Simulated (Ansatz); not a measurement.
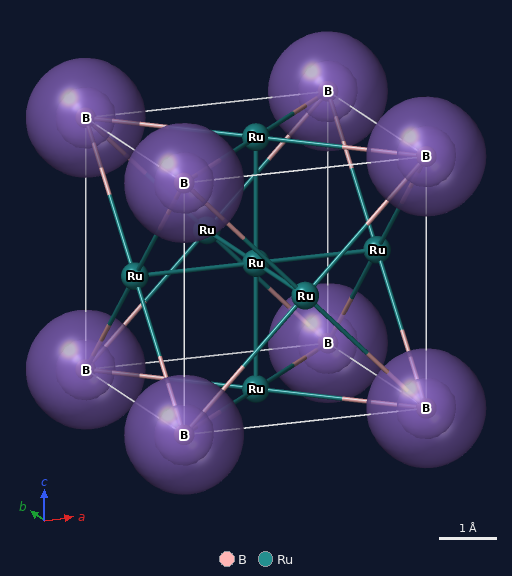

*BRu4. Isosurface of the electron localisation function at 0.7 (purple), seen slightly off an axis. Only the valence region is drawn (cores and ρ < 0.01 e/Å³ removed). Sticks mark near contacts.*

Space group Pm-3m; a structure generated by program, which may or may not match a known phase; spin-polarised.

All numbers below come from DFT PBE, scalar-relativistic, plane waves, PAW (Ansatz 0.2.0).

Core electrons are frozen (PAW), and the valence fields are smoothed inside the atomic spheres.

Question: Describe the localisation domains.

Answer: At this value the surface marks out one region wrapped around B (its valence shell), counted in one cell of 5 atoms. Regions shared between cells count once. Profiles from the grid: Ru–Ru (2.29 Å): the ELF is about 0.25 at the midpoint (no localised pair shows between them). B–Ru (3.24 Å): the ELF is about 0.20 at the midpoint: no localised pair shows between them.
